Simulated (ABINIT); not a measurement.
# CsPbI2Br (P4/mmm): G0W0 in ABINIT against the screening cutoff in the self-energy, part 2 of 2

Aim: move the screening cutoff in the self-energy of a G0W0 run on CsPbI2Br (P4/mmm) over a wide range.

ABINIT 10.8.3; PBE and many-body steps on it, plane waves. Known limits of the many-body steps: not at the basis limit; exchange with frozen shells missing; no spin-orbit coupling; coarse k mesh.

So far. Step 5 (2.3 Ha): The gap on the mesh goes from 1.46 eV to 2.09 eV, a correction of +0.63 eV. Step 6 (3.2 Ha): Against the run before, the gap moves by +0.076 eV.

**7. 4.9 Ha**

Level of this step: G0W0 on PBE, plane waves, norm-conserving pseudopotentials (ABINIT).

Input file run.abi:

```
acell 3*1.0 Angstrom
rprim 
  6.375296000000 0.000000000000 0.000000000000
  0.000000000000 6.375296000000 0.000000000000
  0.000000000000 0.000000000000 5.962220000000
ntypat 4
znucl 55 82 53 35
natom 5
typat 1 2 3 3 4
xred 
  0.500000000000 0.500000000000 0.500000000000
  0.000000000000 0.000000000000 0.000000000000
  0.000000000000 0.500000000000 0.000000000000
  0.500000000000 0.000000000000 0.000000000000
  0.000000000000 0.000000000000 0.500000000000
pp_dirpath "pseudos"
pseudos "Cs.upf, Pb.upf, I.upf, Br.upf"
ecut 31
ngkpt 2 2 2
nshiftk 1
shiftk 0 0 0
kptopt 1
chksymbreak 0
istwfk *1
occopt 1
irdwfk 1
optdriver 4
nband 328
gwcalctyp 0
ecutsigx 31
symsigma 1
nkptgw 2
kptgw 
  0.5000000000 0.5000000000 0.5000000000
  0.0000000000 0.0000000000 0.0000000000
bdgw 
  21 24
  21 24
ecuteps 4.9
irdscr 1
ppmodel 1
indata_prefix "in"
outdata_prefix "out"
tmpdata_prefix "tmp"
```

Run with:

```sh
> OMP_NUM_THREADS=1 mpirun -n 4 abinit run.abi > log
```

Output:

```text
.Version 10.8.3 of ABINIT. v10.8.2 released Aug 2026.

 Symmetries : space group P4/m m m (#123); Bravais tP (primitive tetrag.)
[... echo of the input left out ...]
== DATASET  1 ==================================================================
-   mpi_nproc: 4, omp_nthreads: 1 (-1 if OMP is not activated)

--- !DatasetInfo
iteration_state: {dtset: 1, }
dimensions: {natom: 5, nkpt: 6, mband: 328, nsppol: 1, nspinor: 1, nspden: 1, mpw: 13544, }
cutoff_energies: {ecut:  31.0, pawecutdg:  -1.0, }
[...]
Band     E0 <VxcDFT>   SigX SigC(E0)      Z dSigC/dE  Sig(E)    E-E0       E
[...]
23   4.212  -5.717  -2.343  -3.209   0.828  -0.208  -5.581   0.136   4.349
       24   5.103  -5.996  -2.567  -3.146   0.826  -0.210  -5.762   0.234   5.338

== END DATASET(S) ==============================================================
================================================================================

 -outvars: echo values of variables after computation  --------
           etotal      0.0000000000E+00
            nband         328
             nkpt           6
          spgroup         123
 [... the other variables as echoed above ...]

 Calculation completed.
```

The job ended after 2 min (4 MPI ranks of Intel Xeon 6975P-C (Granite Rapids), shared host; peak memory 4.4 GiB; 7.8 min of CPU time).

Numbers from this step:

```
G0W0 gap on the points computed              : 2.209 eV
starting gap on the mesh                     : 1.465 eV
k of the valence top                         : 0.5, 0.5, 0.5
k of the conduction bottom                   : 0.5, 0.5, 0.5
least direct G0W0 gap on the computed points : 2.209 eV
```

Against the run before, the gap moves by +0.043 eV.

**8. 6.5 Ha**

run.abi: that of step 7 with these lines changed.

```diff
@@ -38,3 +38,3 @@
   21 24
-ecuteps 4.9
+ecuteps 6.5
 irdscr 1
```

Output:

```text
.Version 10.8.3 of ABINIT. v10.8.2 released Aug 2026.

 Symmetries : space group P4/m m m (#123); Bravais tP (primitive tetrag.)
[... echo of the input left out ...]
== DATASET  1 ==================================================================
-   mpi_nproc: 4, omp_nthreads: 1 (-1 if OMP is not activated)

--- !DatasetInfo
iteration_state: {dtset: 1, }
dimensions: {natom: 5, nkpt: 6, mband: 328, nsppol: 1, nspinor: 1, nspden: 1, mpw: 13544, }
cutoff_energies: {ecut:  31.0, pawecutdg:  -1.0, }
[...]
Band     E0 <VxcDFT>   SigX SigC(E0)      Z dSigC/dE  Sig(E)    E-E0       E
[...]
23   4.212  -5.717  -2.343  -3.214   0.828  -0.208  -5.585   0.132   4.345
       24   5.103  -5.996  -2.567  -3.147   0.826  -0.211  -5.763   0.233   5.337

== END DATASET(S) ==============================================================
================================================================================

 -outvars: echo values of variables after computation  --------
           etotal      0.0000000000E+00
            nband         328
             nkpt           6
          spgroup         123
 [... the other variables as echoed above ...]

 Calculation completed.
```

It took 7.4 min on 4 MPI ranks; peak memory 6.4 GiB; 29 min of CPU time.

Numbers from this step:

| Item | Value |
| --- | --- |
| G0W0 gap on the points computed | 2.224 eV |
| starting gap on the mesh | 1.465 eV |
| k of the valence top | 0.5, 0.5, 0.5 |
| k of the conduction bottom | 0.5, 0.5, 0.5 |
| least direct G0W0 gap on the computed points | 2.224 eV |

Against the run before, the gap moves by +0.015 eV.

**9. The runs together**

Times are wall times on 4 MPI ranks of Intel Xeon 6975P-C (Granite Rapids), shared host, good to a factor of about two. A run's time includes the screening step that it read.

| run | mesh | bands | screening cutoff (eV) | DFT gap (eV) | gap on the mesh (eV) | direct (eV) | ε∞ used | time |
| --- | --- | --- | --- | --- | --- | --- | --- | --- |
| 0.7 Ha | 2×2×2 | 328 | 19 | 1.465 | 1.909 | 1.909 | 9.99 | 5.4 min |
| 1.3 Ha | 2×2×2 | 328 | 35.4 | 1.465 | 1.935 | 1.935 | 9.99 | 5.4 min |
| 2.3 Ha | 2×2×2 | 328 | 62.6 | 1.465 | 2.090 | 2.090 | 9.99 | 5.5 min |
| 3.2 Ha | 2×2×2 | 328 | 87.1 | 1.465 | 2.166 | 2.166 | 9.99 | 5.8 min |
| 4.9 Ha | 2×2×2 | 328 | 133.3 | 1.465 | 2.209 | 2.209 | 9.99 | 7.2 min |
| 6.5 Ha | 2×2×2 | 328 | 176.9 | 1.465 | 2.224 | 2.224 | 9.99 | 13 min |

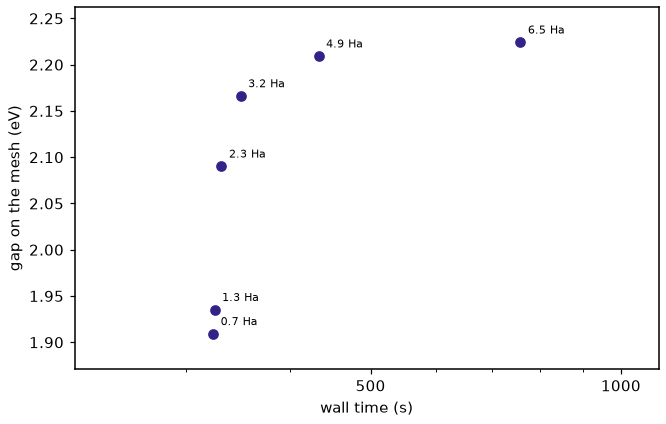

Result against wall time.

**10. Summary of results**

* 0.7 Ha: 1.909 eV
* 1.3 Ha: 1.935 eV
* 2.3 Ha: 2.090 eV
* 3.2 Ha: 2.166 eV
* 4.9 Ha: 2.209 eV
* 6.5 Ha: 2.224 eV
* known limits: not at the basis limit; exchange with frozen shells missing; no spin-orbit coupling; coarse k mesh

What this shows: The setting moved: screening cutoff in the self-energy. From 0.7 Ha to 6.5 Ha the gap moves by +0.31 eV, for 2.3 times the time. The last step still moves it by +0.015 eV. Bands and screening cutoff are coupled, so a series along one setting does not show full convergence. Bands and cutoff are finite, so the gap is not at the basis limit. The miss can reach some tenths of an eV and take either sign; the mesh is an error of its own. In the G0W0 runs levels were corrected at 2 k points alone, so a gap called «on the mesh» is the least over those, and an edge elsewhere would be missed. The 2×2×2 mesh is coarse for this cell, which bears on the long-range parts of exchange and screening. Where an edge is built on 6p states of lead, bismuth or thallium, scalar-relativistic gaps usually stand too wide, by a few tenths to over one eV. The norm-conserving file of at least one element keeps a d shell over frozen s and p shells of the same row. Exchange with those shells is missing from the self-energy, an error of 0.3 to 0.9 eV in cases checked, whose sign depends on which edge lies on those atoms. The many-body steps are scalar-relativistic: spin-orbit coupling is not in them.

[Paths, hosts, dates, memory and timing lines, banners, echoed tables and standing remarks are left out of the program output.]

[Logs are printed without paths, hosts, clocks, repeated set-up lines and the standing remarks that a program may print on its own settings, such as how far it seeks lower states.]

[Runs of the session that timed out or met a known fault of the program may be left out.]

[Hosts, paths, dates, database ids (printed as entryN), source tags and the programs' standing remarks are cut or masked in the printed files.]

[G0W0 gaps are taken among the corrected bands and points alone; a level outside them can change the order at an edge.]

[Where Ansatz stands beside ABINIT at settings called matched, ABINIT's density can come from a denser mesh and the files from another edition; pairs whose starting gaps differed by over 0.03 eV were left out, so agreement reads better than it is.]
